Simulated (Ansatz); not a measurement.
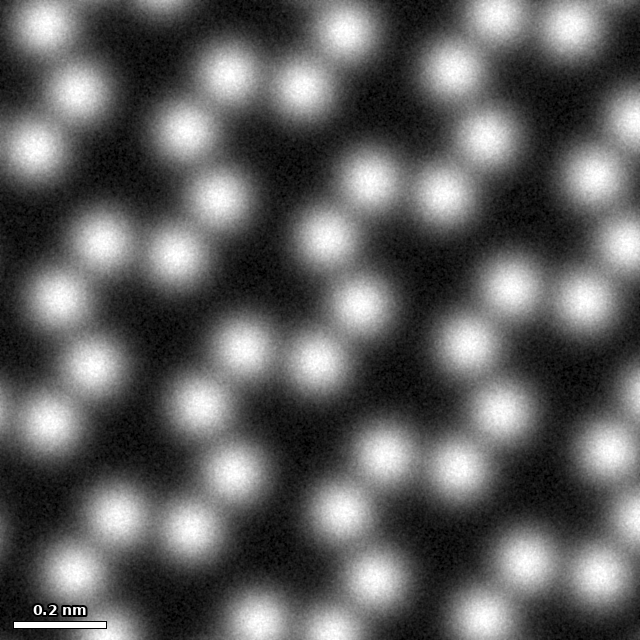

Z-contrast image of a crystal. Simulation: incoherent imaging, intensity Z^1.7 per atom, probe width 0.99 Å, thin sample. The probe carries 15 % of its weight in a tail 2.5 times as wide. The display is stretched by a gamma of 0.65; percentages refer to the linear signal. Shot noise was added.

**Measure the repeat of the pattern.**

The pattern repeats on a rectangular net of 3.9 × 4.6 Å.

**What is the plane group of the image?**

p2mg: mirror lines in one direction, glide lines across them, twofold points on the glide lines.

**How many columns does the smallest repeating cell hold, and how many levels of brightness?**

4 columns in the primitive cell of 17.8 Å², all of one brightness.

The crystal is Ga (Cmce, No. 64) seen along [100]. Model: the end point of a relaxation with Ansatz, DFT PBE, scalar-relativistic, plane waves, PAW.
